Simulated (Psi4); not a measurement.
**BNH2F2 (SMILES NB(F)F) at 6 levels**

Wanted: a comparison of 6 runs (HF/STO-3G, B3LYP/6-31G*, PBE0/def2-SVP, MP2/6-31+G*, SOS-MP2/cc-pwCVDZ, CCSD/6-311G**) of BNH2F2. 

Program for the calculation: Psi4 1.11.

5 further runs of the same task are left out: 1 that didn't finish, 4 set aside as unsound or not needed.

## 1. The structure to begin with

BNH2F2 has 6 atoms, charge 0, and is taken as a singlet. As SMILES, `NB(F)F`. The coordinates come from a PBE0-D4/def2-TZVP relaxation.

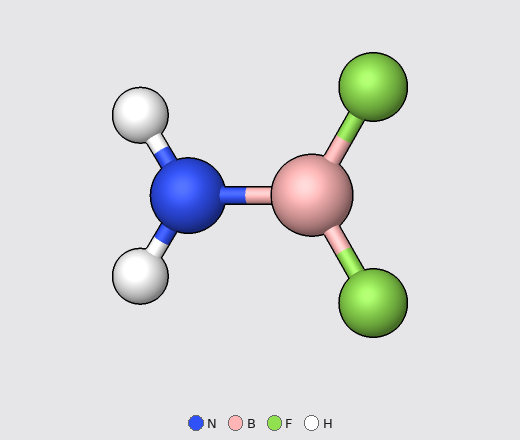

The structure, seen from a chosen angle (nitrogen blue, boron pink, fluorine green, hydrogen white).

## 2. Energy and gradient at HF/STO-3G (run 1)

Input file input.json:

```json
{
 "schema_name": "qcschema_input",
 "schema_version": 1,
 "molecule": {
  "schema_name": "qcschema_molecule",
  "schema_version": 2,
  "symbols": ["N", "B", "F", "F", "H", "H"],
  "geometry": [-0.39816529, 1.29937568, -0.29630906, 0.36906351, -1.16161465, 0.22903481, -1.26120322, -2.88391104, 1.05881355, 2.75843322, -1.87423037, -0.08069131, 0.8031336, 2.62577445, -0.92350916, -2.19170436, 1.87347448, -0.07445521],
  "molecular_charge": 0,
  "molecular_multiplicity": 1,
  "fix_symmetry": "c1"
 },
 "driver": "gradient",
 "model": {
  "method": "hf",
  "basis": "STO-3G"
 },
 "keywords": {
  "puream": true,
  "e_convergence": 1e-09,
  "d_convergence": 1e-08,
  "scf_type": "pk",
  "scf_properties": ["MAYER_INDICES", "LOWDIN_CHARGES", "WIBERG_LOWDIN_INDICES"]
 }
}
```

Started as:

```
$ psi4 --qcschema input.json -n 1 --memory 1600MB
```

stdout:

```text
[...]
  Running in c1 symmetry.
[...]
  Nuclear repulsion =  112.807430897281947
[...]
  Multiplicity = 1
[...]
  Nalpha       = 16
  Nbeta        = 16
[...]
    Number of basis functions: 22
[...]
   @RHF iter   1:  -275.42427519762686   -1.98313e+00   1.51200e-02 DIIS/ADIIS
[...]
   @RHF iter  10:  -275.50844692741003   -8.52651e-13   4.90085e-09 DIIS
[...]
    Orbital Energies [Eh]
    ---------------------
    Doubly Occupied:
       1A    -25.914729     2A    -25.914624     3A    -15.312321
       4A     -7.485220     5A     -1.501624     6A     -1.466554
       7A     -1.099862     8A     -0.662457     9A     -0.639731
      10A     -0.603302    11A     -0.548511    12A     -0.534232
      13A     -0.445908    14A     -0.443660    15A     -0.441758
      16A     -0.355539
[...]
  @RHF Final Energy:  -275.50844692741003
   => Energetics <=
    Nuclear Repulsion Energy =            112.8074308972819466
    One-Electron Energy =                -609.8916919258974758
    Two-Electron Energy =                 221.5758141012054523
    Total Energy =                       -275.5084469274100911
[...]
 Multipole Moments:
 ------------------------------------------------------------------------------------
     Multipole            Electronic (a.u.)      Nuclear  (a.u.)        Total (a.u.)
 ------------------------------------------------------------------------------------
 L = 1.  Multiply by 2.5417464519 to convert [e a0] to [Debye]
 Dipole X            :          1.2017766           -1.4206992           -0.2189226
 Dipole Y            :         -3.8551258            4.5574873            0.7023615
 Dipole Z            :          0.8229018           -0.9727998           -0.1498980
 Magnitude           :                                                    0.7508050
[...]
  -Total Gradient:
     Atom            X                  Y                   Z
    ------   -----------------  -----------------  -----------------
       1       -0.003028241083     0.009550953841    -0.002024232745
       2       -0.007336189885     0.023501810044    -0.005032834146
       3       -0.007604738656    -0.010004183996     0.004428128844
       4        0.012312600289    -0.005024287079    -0.001211177827
       5       -0.005410954314    -0.011073838299     0.004253365929
       6        0.011067523649    -0.006950454513    -0.000413250054
[...]
```

The result, in JSON:

```text
{
 "driver": "gradient",
 "model": {
  "method": "hf",
  "basis": "STO-3G"
 },
 "success": true,
 "return_result": [-0.0030282410833431944, 0.009550953841343399, -0.002024232744900963, -0.007336189884970371, 0.023501810044393875, -0.005032834146133487, -0.007604738655815957, -0.010004183995606819, 0.004428128843726509, 0.012312600289046682, -0.005024287078828585, -0.0012111778267586207, -0.005410954313619432, -0.011073838298598149, 0.004253365928531622, 0.011067523649167244, -0.006950454512681378, -0.00041325005413450633],
 "properties": {
  "calcinfo_nbasis": 22,
  "calcinfo_nmo": 22,
  "calcinfo_nalpha": 16,
  "calcinfo_nbeta": 16,
  "calcinfo_natom": 6,
  "nuclear_repulsion_energy": 112.80743089728195,
  "return_energy": -275.50844692741003,
  "return_gradient": [-0.0030282410833431944, 0.009550953841343399, -0.002024232744900963, -0.007336189884970371, 0.023501810044393875, -0.005032834146133487, -0.007604738655815957, -0.010004183995606819, 0.004428128843726509, 0.012312600289046682, -0.005024287078828585, -0.0012111778267586207, -0.005410954313619432, -0.011073838298598149, 0.004253365928531622, 0.011067523649167244, -0.006950454512681378, -0.00041325005413450633],
  "scf_one_electron_energy": -609.8916919258975,
  "scf_two_electron_energy": 221.57581410120545,
  "scf_dipole_moment": [-0.21892259734156605, 0.702361510044911, -0.14989801659398616],
  "scf_total_energy": -275.50844692741003,
  "scf_total_gradient": [-0.0030282410833431944, 0.009550953841343399, -0.002024232744900963, -0.007336189884970371, 0.023501810044393875, -0.005032834146133487, -0.007604738655815957, -0.010004183995606819, 0.004428128843726509, 0.012312600289046682, -0.005024287078828585, -0.0012111778267586207, -0.005410954313619432, -0.011073838298598149, 0.004253365928531622, 0.011067523649167244, -0.006950454512681378, -0.00041325005413450633],
  "scf_iterations": 10
 }
}
```

It took 2.2 s on 1 thread of AMD EPYC 7R43 (Zen 3), shared host; peak memory 0.17 GiB.

## 3. A single-point energy at B3LYP/6-31G(d) (Cartesian functions) (run 2)

Input file job.py:

```python
import psi4

psi4.set_memory('1600 MB')
psi4.set_num_threads(1)
psi4.set_output_file('run.log', False)

m = psi4.geometry("""
0 1
N     -0.210700     0.687600    -0.156800
B      0.195300    -0.614700     0.121200
F     -0.667400    -1.526100     0.560300
F      1.459700    -0.991800    -0.042700
H      0.425000     1.389500    -0.488700
H     -1.159800     0.991400    -0.039400
units angstrom
symmetry c1
""")

psi4.set_options({
    'basis': '6-31G*',
    'reference': 'rks',
    'puream': False,
    'e_convergence': 1e-09,
    'd_convergence': 1e-08,
    'scf_type': 'pk',
    'dft_radial_points': 99,
    'dft_spherical_points': 590,
})

energy_value, wavefunction = psi4.energy('b3lyp', return_wfn=True)
psi4.oeprop(wavefunction, 'QUADRUPOLE', 'LOWDIN_CHARGES', 'WIBERG_LOWDIN_INDICES')
print(f'total energy {energy_value:.8f} hartree = {energy_value * 27.211386:.5f} eV')
for k, v in sorted(psi4.core.scalar_variables().items()):
    print(f'{k:45s} {v:18.10f}')
```

Started as:

```
$ python job.py
```

run.log:

```text
[...]
  Running in c1 symmetry.
[...]
  Nuclear repulsion =  112.807430829563600
[...]
  Multiplicity = 1
[...]
  Nalpha       = 16
  Nbeta        = 16
[...]
    Number of basis functions: 64
[...]
   @RKS iter   1:  -280.41623740584100   -2.95867e-01   1.23498e-02 ADIIS/DIIS
[...]
   @RKS iter   9:  -280.65411232944808   -2.89333e-11   9.61712e-09 DIIS
[...]
    Orbital Energies [Eh]
    ---------------------
    Doubly Occupied:
       1A    -24.687917     2A    -24.687914     3A    -14.334619
       4A     -6.836177     5A     -1.207196     6A     -1.179333
       7A     -0.876879     8A     -0.557749     9A     -0.536973
      10A     -0.510223    11A     -0.480040    12A     -0.462799
      13A     -0.405371    14A     -0.403114    15A     -0.388835
      16A     -0.288880
[...]
  @RKS Final Energy:  -280.65411232944808
   => Energetics <=
    Nuclear Repulsion Energy =            112.8074308295636001
    One-Electron Energy =                -612.2108373484859385
    Two-Electron Energy =                 245.2577484571428101
    DFT Exchange-Correlation Energy =     -26.5084542676685757
    Empirical Dispersion Energy =           0.0000000000000000
    VV10 Nonlocal Energy =                  0.0000000000000000
    Total Energy =                       -280.6541123294480826
[...]
 Multipole Moments:
 ------------------------------------------------------------------------------------
     Multipole            Electronic (a.u.)      Nuclear  (a.u.)        Total (a.u.)
 ------------------------------------------------------------------------------------
 L = 1.  Multiply by 2.5417464519 to convert [e a0] to [Debye]
 Dipole X            :          1.1177514           -1.4206992           -0.3029479
 Dipole Y            :         -3.5856044            4.5574873            0.9718829
 Dipole Z            :          0.7653816           -0.9727998           -0.2074182
 Magnitude           :                                                    1.0389206
 L = 2.  Multiply by 1.3450342976 to convert [e a0^2] to [Debye ang]
 Quadrupole XX       :       -101.8975941           86.2173839          -15.6802102
 Quadrupole XY       :          8.7104765           -9.5572055           -0.8467290
[...]
```

The script printed:

```text
total energy -280.65411233 hartree = -7636.98738 eV
CURRENT ENERGY                                   -280.6541123294
CURRENT REFERENCE ENERGY                         -280.6541123294
DD SOLVATION ENERGY                                 0.0000000000
DFT FUNCTIONAL TOTAL ENERGY                      -280.6541123294
DFT TOTAL ENERGY                                 -280.6541123294
DFT VV10 ENERGY                                     0.0000000000
DFT XC ENERGY                                     -26.5084542677
GRID ELECTRONS ALPHA                               15.9999997476
GRID ELECTRONS BETA                                15.9999997476
GRID ELECTRONS TOTAL                               31.9999994953
NUCLEAR REPULSION ENERGY                          112.8074308296
ONE-ELECTRON ENERGY                              -612.2108373485
PCM POLARIZATION ENERGY                             0.0000000000
PE ENERGY                                           0.0000000000
SCF ITERATION ENERGY                             -280.6541123294
SCF ITERATIONS                                      9.0000000000
SCF TOTAL ENERGY                                 -280.6541123294
TWO-ELECTRON ENERGY                               245.2577484571
XC GRID RADIAL POINTS                              99.0000000000
XC GRID SPHERICAL POINTS                          590.0000000000
XC GRID TOTAL POINTS                           333469.0000000000
```

It took 8.7 s on 1 thread of AMD EPYC 7R43 (Zen 3), shared host; peak memory 0.79 GiB.

Runs 3 to 4 aren't shown in full; the table further down has their settings and results.

## 4. The energy at SOS-MP2/cc-pwCVDZ (density fitting) (run 5)

Input file job.py:

```python
import psi4

psi4.set_memory('1600 MB')
psi4.set_num_threads(1)
psi4.set_output_file('output.dat', False)

geom = psi4.geometry("""
0 1
N     -0.39816529     1.29937568    -0.29630906
B      0.36906351    -1.16161465     0.22903481
F     -1.26120322    -2.88391104     1.05881355
F      2.75843322    -1.87423037    -0.08069131
H      0.80313360     2.62577445    -0.92350916
H     -2.19170436     1.87347448    -0.07445521
units au
""")

psi4.set_options({
    'basis': 'cc-pwCVDZ',
    'scf_type': 'df',
    'freeze_core': True,
    'mp2_type': 'df',
})

e_tot = psi4.energy("sos-mp2")
print(f'sos-mp2 energy: {e_tot:.10f} Eh')
for k, v in sorted(psi4.core.scalar_variables().items()):
    print(f'{k:45s} {v:18.10f}')
```

Started as:

```
$ python job.py
```

output.dat:

```text
[...]
  Running in c1 symmetry.
[...]
  Nuclear repulsion =  112.807430897281947
[...]
  Multiplicity = 1
[...]
  Nalpha       = 16
  Nbeta        = 16
[...]
    Number of basis functions: 82
[...]
   @DF-RHF iter   1:  -279.26581295198997   -9.01222e-01   6.30559e-03 DIIS/ADIIS
[...]
   @DF-RHF iter  10:  -279.36883862044289   -2.25100e-11   9.37991e-09 DIIS
[...]
    Orbital Energies [Eh]
    ---------------------
    Doubly Occupied:
       1A    -26.297106     2A    -26.297091     3A    -15.568131
       4A     -7.716547     5A     -1.626934     6A     -1.596064
       7A     -1.179414     8A     -0.802367     9A     -0.755124
      10A     -0.734564    11A     -0.696546    12A     -0.674559
      13A     -0.641114    14A     -0.623719    15A     -0.616642
      16A     -0.448578
[...]
  @DF-RHF Final Energy:  -279.36883862044289
   => Energetics <=
    Nuclear Repulsion Energy =            112.8074308972819466
    One-Electron Energy =                -611.8035402391191155
    Two-Electron Energy =                 219.6272707213942965
    Total Energy =                       -279.3688386204428298
[...]
 Multipole Moments:
 ------------------------------------------------------------------------------------
     Multipole            Electronic (a.u.)      Nuclear  (a.u.)        Total (a.u.)
 ------------------------------------------------------------------------------------
 L = 1.  Multiply by 2.5417464519 to convert [e a0] to [Debye]
 Dipole X            :          1.0899131           -1.4206992           -0.3307861
 Dipole Y            :         -3.4963193            4.5574873            1.0611680
 Dipole Z            :          0.7462913           -0.9727998           -0.2265085
 Magnitude           :                                                    1.1343734
[...]
	SCS-MP2 Total Energy (a.u.)        :  -279.99153561611939
	SOS-MP2 Total Energy (a.u.)        :  -279.98045232578755
	SCSN-MP2 Total Energy (a.u.)       :  -279.67576765218126
[...]
	SOS-PI-MP2 Total Energy (a.u.)     :  -280.02749953389099
[...]
	MP2 Total Energy (a.u.)            :  -280.01370219678313
[...]
```

Standard output:

```text
sos-mp2 energy: -279.9804523258 Eh
CURRENT CORRELATION ENERGY                         -0.6116137053
CURRENT ENERGY                                   -279.9804523258
CURRENT REFERENCE ENERGY                         -279.3688386204
DD SOLVATION ENERGY                                 0.0000000000
HF KINETIC ENERGY                                 279.2396096528
HF POTENTIAL ENERGY                              -558.6084482733
HF TOTAL ENERGY                                  -279.3688386204
HF VIRIAL RATIO                                     2.0004627888
MP2 CORRELATION ENERGY                             -0.6448635763
MP2 DOUBLES ENERGY                                 -0.6448635763
MP2 OPPOSITE-SPIN CORRELATION ENERGY               -0.4704720810
MP2 SAME-SPIN CORRELATION ENERGY                   -0.1743914953
MP2 SINGLES ENERGY                                  0.0000000000
MP2 TOTAL ENERGY                                 -280.0137021968
NUCLEAR REPULSION ENERGY                          112.8074308973
ONE-ELECTRON ENERGY                              -611.8035402391
PCM POLARIZATION ENERGY                             0.0000000000
PE ENERGY                                           0.0000000000
SCF ITERATION ENERGY                             -279.3688386204
SCF ITERATIONS                                     10.0000000000
SCF TOTAL ENERGY                                 -279.3688386204
SCS(N)-MP2 CORRELATION ENERGY                      -0.3069290317
SCS(N)-MP2 TOTAL ENERGY                          -279.6757676522
SCS-MP2 CORRELATION ENERGY                         -0.6226969957
SCS-MP2 TOTAL ENERGY                             -279.9915356161
SCS-MP2-VDW CORRELATION ENERGY                     -0.6894000114
SCS-MP2-VDW TOTAL ENERGY                         -280.0582386318
SOS-MP2 CORRELATION ENERGY                         -0.6116137053
SOS-MP2 TOTAL ENERGY                             -279.9804523258
SOS-PI-MP2 CORRELATION ENERGY                      -0.6586609134
SOS-PI-MP2 TOTAL ENERGY                          -280.0274995339
TWO-ELECTRON ENERGY                               219.6272707214
```

It took 5.4 s on 1 thread of AMD EPYC 7R43 (Zen 3), shared host; peak memory 0.39 GiB.

## 5. The energy at CCSD/6-311G(d,p) (run 6)

Input file bf2h2n.xyz:

```xyz
6
BF2H2N
N     -0.210700     0.687600    -0.156800
B      0.195300    -0.614700     0.121200
F     -0.667400    -1.526100     0.560300
F      1.459700    -0.991800    -0.042700
H      0.425000     1.389500    -0.488700
H     -1.159800     0.991400    -0.039400
```

Input file calc.py:

```python
import psi4

psi4.set_memory(1600000000)
psi4.set_num_threads(1)
psi4.core.set_output_file('output.dat', False)

with open('bf2h2n.xyz') as f:
    atoms = ''.join(f.readlines()[2:])
geom = psi4.geometry('0 1\n' + atoms + 'symmetry c1')

options = {'basis': '6-311G**', 'reference': 'rhf', 'puream': True, 'e_convergence': 1e-09, 'd_convergence': 1e-08, 'scf_type': 'pk', 'num_frozen_docc': 4}
psi4.set_options(options)

energy_value = psi4.energy("ccsd", molecule=geom)
print('E =', round(energy_value, 9))
```

Started as:

```
$ python calc.py
```

output.dat:

```text
[...]
  Running in c1 symmetry.
[...]
  Nuclear repulsion =  112.807430829563600
[...]
  Multiplicity = 1
[...]
  Nalpha       = 16
  Nbeta        = 16
[...]
    Number of basis functions: 84
[...]
   @RHF iter   1:  -279.32185381903952   -9.16881e-01   6.45414e-03 DIIS/ADIIS
[...]
   @RHF iter  10:  -279.43257210738329   -2.42721e-11   9.84901e-09 DIIS
[...]
    Orbital Energies [Eh]
    ---------------------
    Doubly Occupied:
       1A    -26.290699     2A    -26.290683     3A    -15.562166
       4A     -7.708638     5A     -1.624629     6A     -1.593950
       7A     -1.180931     8A     -0.803805     9A     -0.757716
      10A     -0.737189    11A     -0.698737    12A     -0.677388
      13A     -0.643985    14A     -0.626603    15A     -0.620022
      16A     -0.451410
[...]
  @RHF Final Energy:  -279.43257210738329
   => Energetics <=
    Nuclear Repulsion Energy =            112.8074308295636001
    One-Electron Energy =                -611.9429070278949894
    Two-Electron Energy =                 219.7029040909480955
    Total Energy =                       -279.4325721073832938
[...]
 Multipole Moments:
 ------------------------------------------------------------------------------------
     Multipole            Electronic (a.u.)      Nuclear  (a.u.)        Total (a.u.)
 ------------------------------------------------------------------------------------
 L = 1.  Multiply by 2.5417464519 to convert [e a0] to [Debye]
 Dipole X            :          1.0922708           -1.4206992           -0.3284285
 Dipole Y            :         -3.5038773            4.5574873            1.0536100
 Dipole Z            :          0.7479092           -0.9727998           -0.2248906
 Magnitude           :                                                    1.1262926
[...]
      * MP2 total energy                      = -280.103069287642484
[...]
      * CCSD total energy                     = -280.114784149341745
```

Standard output:

```text
E = -280.114784149
```

Wall time 24 s (1 thread of AMD EPYC 7R43 (Zen 3), shared host); peak memory 0.51 GiB.

## 6. Overview of the runs

| run | level | task | Cartesian functions | energy (Eh) | HOMO energy (eV) | LUMO energy (eV) | HOMO–LUMO gap (eV) | wall time |
| --- | --- | --- | --- | --- | --- | --- | --- | --- |
| 1 | HF/STO-3G | gradient | no | -275.508447 | -9.67 | 10.50 | 20.17 | 2.2 s |
| 2 | B3LYP/6-31G* (Cartesian functions) | energy | yes | -280.654112 | -7.86 | 2.09 | 9.95 | 8.7 s |
| 3 | PBE0/def2-SVP | gradient | no | -280.163060 | -8.42 | 1.64 | 10.06 | 12 s |
| 4 | MP2/6-31+G* (spherical functions) | energy | no | -279.946940 | -12.37 | 1.31 | 13.68 | 3.9 s |
| 5 | SOS-MP2/cc-pwCVDZ (density fitting) | energy | no | -279.980452 | -12.21 | 4.85 | 17.05 | 5.4 s |
| 6 | CCSD/6-311G** | energy | no | -280.114784 | -12.28 | 4.05 | 16.34 | 24 s |

## 7. What came out

| quantity | value |
| --- | --- |
| run 6: total energy | -280.11478 Eh |
| run 6: HOMO energy (Hartree–Fock orbitals) | -12.28 eV |
| run 6: LUMO energy (Hartree–Fock orbitals) | 4.05 eV |
| run 6: HOMO–LUMO gap (Hartree–Fock orbitals) | 16.34 eV |
| run 6: correlation energy (4 core orbitals frozen) | -682.2 mEh |
| run 6: T1 diagnostic | 0.012 |

What this shows: Over runs 1, 2, 3 the dipole moment (its size) runs from 1.91 D (HF/STO-3G) to 2.82 D (PBE0/def2-SVP). The two ends differ in method and basis. Over runs 1, 2, 3 the HOMO–LUMO gap runs from 9.95 eV (B3LYP/6-31G*) to 20.17 eV (HF/STO-3G). Totals of different functionals can't be ranked against each other. In run 1 the basis is minimal, so the values are rough. All runs together took 57 s, the longest 24 s.
